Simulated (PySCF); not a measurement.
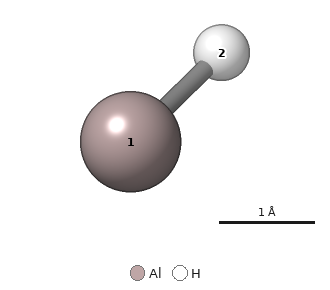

The input geometry (ball-and-stick view, seen at an oblique angle; atoms are numbered from 1 in the order of the input). Sticks mark near contacts. Bond lengths as drawn: Al–H 1.61 Å.

**Single-point calculation of AlH**

The run: single-point calculation of AlH. Method and program: MP2/aug-cc-pVDZ, RHF (PySCF 2.14.0).

The geometry comes from this level: GFN2-xTB.

## Log
```
PySCF version 2.14.0

[INPUT] num. atoms = 2
[INPUT] num. electrons = 14
[INPUT] charge = 0
[INPUT] spin (= nelec alpha-beta = 2S) = 0
[INPUT] symmetry False subgroup None
[INPUT] Mole.unit = angstrom
[INPUT] Symbol           X                Y                Z      unit          X                Y                Z       unit  Magmom
[INPUT]  1 Al     0.000000000000   0.000000000000   0.000000000000 AA    0.000000000000   0.000000000000   0.000000000000 Bohr   0.0
[INPUT]  2 H      0.000000000000   0.000000000000   1.613470000000 AA    0.000000000000   0.000000000000   3.049016410202 Bohr   0.0

nuclear repulsion = 4.26367006635388
number of shells = 13
number of NR pGTOs = 61
number of NR cGTOs = 36
basis = aug-cc-pvdz
ecp = {}

******** <class 'pyscf.scf.hf.RHF'> ********
method = RHF
initial guess = minao
damping factor = 0
level_shift factor = 0
DIIS = <class 'pyscf.scf.diis.CDIIS'>
diis_start_cycle = 1
diis_space = 8
diis_damp = 0
SCF conv_tol = 1e-10
SCF conv_tol_grad = None
SCF max_cycles = 50
direct_scf = True
direct_scf_tol = 1e-13
Set gradient conv threshold to 1e-05
Initial guess from minao.
init E= -242.236839853151
  HOMO = -0.170494210775886  LUMO = -0.00422268257638796  gap/eV = 4.52448
cycle= 1 E= -242.444466306224  delta_E= -0.208  |g|= 0.116  |ddm|= 0.897
  HOMO = -0.291026876111256  LUMO = 0.00917379459370973  gap/eV = 8.16888
cycle= 2 E= -242.453262668225  delta_E= -0.0088  |g|= 0.0267  |ddm|= 0.363
  HOMO = -0.286941120875202  LUMO = 0.0136407007401572  gap/eV = 8.17925
cycle= 3 E= -242.453913038486  delta_E= -0.00065  |g|= 0.00605  |ddm|= 0.139
  HOMO = -0.286861628862928  LUMO = 0.0136439632734299  gap/eV = 8.17717
cycle= 4 E= -242.453956064848  delta_E= -4.3e-05  |g|= 0.000915  |ddm|= 0.0396
  HOMO = -0.286910858249701  LUMO = 0.0135673519379817  gap/eV = 8.17643
cycle= 5 E= -242.453957447634  delta_E= -1.38e-06  |g|= 0.000195  |ddm|= 0.00434
  HOMO = -0.286908771239919  LUMO = 0.0135538102234419  gap/eV = 8.17600
cycle= 6 E= -242.453957523167  delta_E= -7.55e-08  |g|= 1.79e-05  |ddm|= 0.00125
  HOMO = -0.286907238830299  LUMO = 0.0135528940972329  gap/eV = 8.17594
cycle= 7 E= -242.453957523645  delta_E= -4.78e-10  |g|= 2.2e-06  |ddm|= 0.000177
  HOMO = -0.286907814166399  LUMO = 0.0135525559220029  gap/eV = 8.17594
cycle= 8 E= -242.453957523652  delta_E= -6.82e-12  |g|= 2.85e-07  |ddm|= 2.41e-05
  HOMO = -0.286907846500321  LUMO = 0.0135525254125381  gap/eV = 8.17594
```

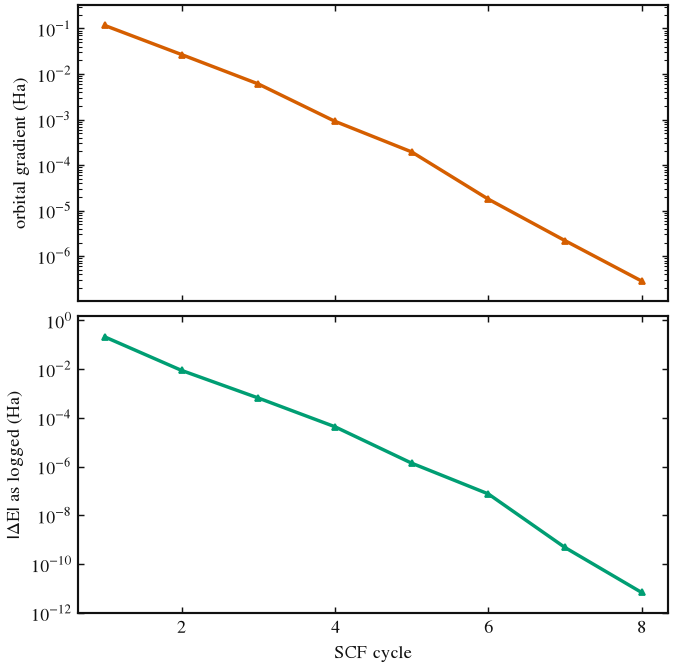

Convergence of the self-consistent field: orbital gradient and size of the energy change against the SCF cycle. The residual falls at every step.

```
Extra cycle  E= -242.453957523652  delta_E= -3.41e-13  |g|= 9.18e-08  |ddm|= 1.62e-06
converged SCF energy = -242.453957523652

******** <class 'pyscf.mp.mp2.RMP2'> ********
nocc = 2, nmo = 31
frozen orbitals 5
E(RMP2) = -242.507973721238  E_corr = -0.0540161975854093
E(SCS-RMP2) = -242.516341232733  E_corr = -0.0623837090805538
E_corr(same-spin) = -0.00281045540992773
E_corr(oppo-spin) = -0.0512057421754816
E(MP2) = -242.507973721
```

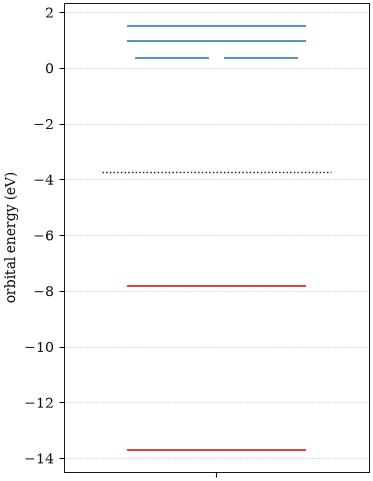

Orbital energies near the frontier (SCF reference); the dotted line parts filled from empty levels, and levels within 0.02 eV of each other stand side by side. Highest filled −7.81 eV, lowest empty 0.37 eV, 8.18 eV apart.

The run was set up as follows.

## The input (run.py)
```python
from pyscf import gto, scf, mp

mol = gto.M(
    atom='mol.xyz',
    basis='aug-cc-pvdz',
    max_memory=1860,
    spin=0,
    charge=0,
    verbose=4,
)

mf = scf.RHF(mol)
mf.conv_tol = 1e-10
mf.kernel()
if not mf.converged:
    mf = mf.newton().run(mf.mo_coeff, mf.mo_occ)

pt = mp.MP2(mf, frozen=5).run()
e_tot = pt.e_tot
print('E(%s) = %.9f' % ('MP2', e_tot))
```

## File mol.xyz
```
2

Al     0.000000     0.000000     0.000000
H      0.000000     0.000000     1.613470
```

Launched with:
```bash
OMP_NUM_THREADS=1 python run.py
```

## Summary

| quantity | value |
| --- | --- |
| outcome | converged |
| total energy | −242.507974 hartree |
| SCF energy | −242.453958 hartree |
| correlation energy | −0.054016 hartree |
| basis functions | 36 |
| HOMO of the SCF reference | −7.81 eV |
| LUMO of the SCF reference | 0.37 eV |
| hardware | 1 thread of Arm Neoverse V1, 24 GiB of memory available, shared host |
| wall time | 0.87 s |
| peak memory | 0.12 GiB |
